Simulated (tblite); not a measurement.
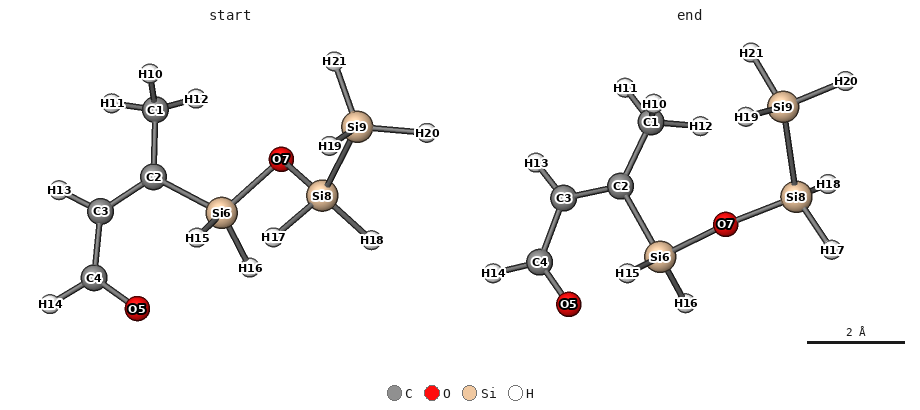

The structure of C4H12O2Si3 before (left) and after (right) a relaxation, at one scale.

A ball-and-stick model, seen from a free direction.

Level of theory: GFN2-xTB geometry optimisation, gas phase (tblite 0.8.0). 

### Describe what moved and what it gained.

After 175 geometry steps the energy has fallen by 1.595 eV. The atom that moves furthest after the best rigid fit is H17 (2.10 Å). By element the largest moves are H 2.10 Å, O 1.52 Å, C 1.13 Å, Si 1.10 Å. Near-neighbour distances that change, for instance: Si6–Si8 2.742 → 3.238 Å, O5–Si6 2.654 → 2.277 Å, C4–Si6 3.047 → 2.859 Å, O7–Si8 1.738 → 1.613 Å. Among the angles between lasting bonds that change: Si6–O7–Si8 104.9° → 168.9°, H15–Si6–H16 106.2° → 124.9°, C2–Si6–O7 114.3° → 102.5°. Groups turn about Si8–Si9 by about 70°.
